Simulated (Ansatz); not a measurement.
The starting structures come from a database of crystals and need not be the phases stable at ambient conditions.

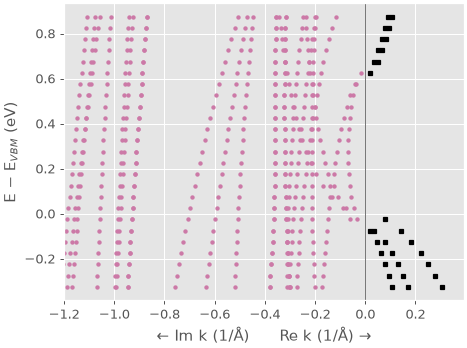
Fig. 1. Complex bands at the centre of the two-dimensional zone; Ansatz (a first-principles code) with r2SCAN

The gap is the functional's own, uncorrected, and κ follows it; spin-orbit coupling is left out. Mid-gap values are interpolated between the computed energies.

Problem. This is CsCd4As3 (P4/mmm, not sure to be the ambient phase, 8 atoms a cell, 28.2 Å³ an atom) along the normal of (110). Read off the slowest decay at the centre of the two-dimensional zone at 0.33 eV, the computed energy nearest the middle of the gap.

Solution. κ ≈ 0.07 1/Å, a decay length 1/(2κ) of the density of 7.4 Å.
